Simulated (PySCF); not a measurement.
```xyz
16

C    -2.4265    0.1462    0.5465
C    -1.1196   -0.5998    0.7232
C    -0.5978   -1.5205   -0.3422
C     0.0226   -0.3803   -0.2244
C     1.0799    0.5618   -0.5696
Si    2.4385    0.5516    0.7803
H    -3.2562   -0.4257    0.9606
H    -2.3912    1.1080    1.0580
H    -2.6233    0.3228   -0.5093
H    -0.8998   -0.8305    1.7663
H    -0.7237   -2.4637   -0.8131
H     0.6605    1.5676   -0.6404
H     1.5095    0.3071   -1.5406
H     3.1081   -0.7490    0.7717
H     1.8222    0.7914    2.0848
H     3.3893    1.6219    0.4720
```

Geometry: GFN2-xTB.

These are results of PySCF 2.14.0, PBE0/pcSseg-1, SCF density, gas phase, non-relativistic, not measurements.

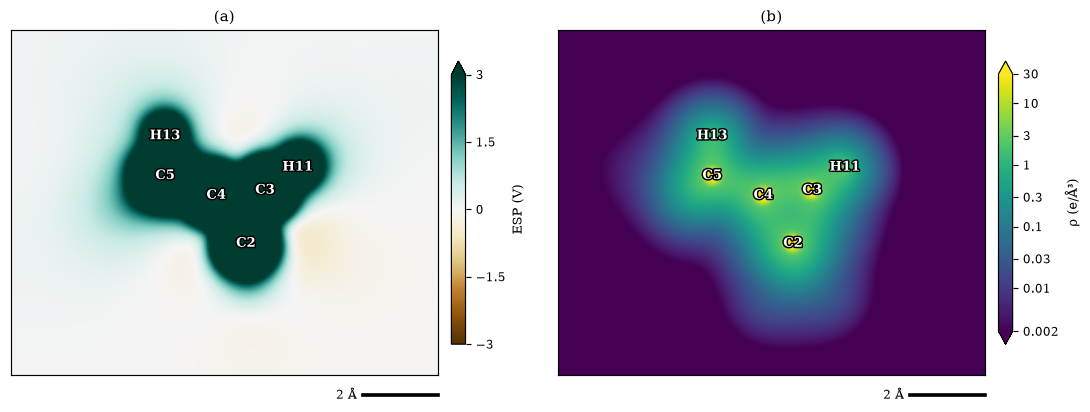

C₅H₁₀Si. (a) molecular electrostatic potential; (b) electron density on the plane of atoms C2, C3 and H11.

### What do the fields say about this system?

- Atoms in the plane: C and H.
- C–C (1.30 Å): ρ is about 2.2 e/Å³ halfway.
- C–H (1.06 Å): the density is about 2.1 e/Å³ at the midpoint.
- C–C (1.46 Å): the density is about 1.8 e/Å³ at the midpoint.
- C–C (1.50 Å): ρ is about 1.6 e/Å³ halfway.
- Outside the dense part of the molecule the potential is most negative (−0.5 V) near C2.
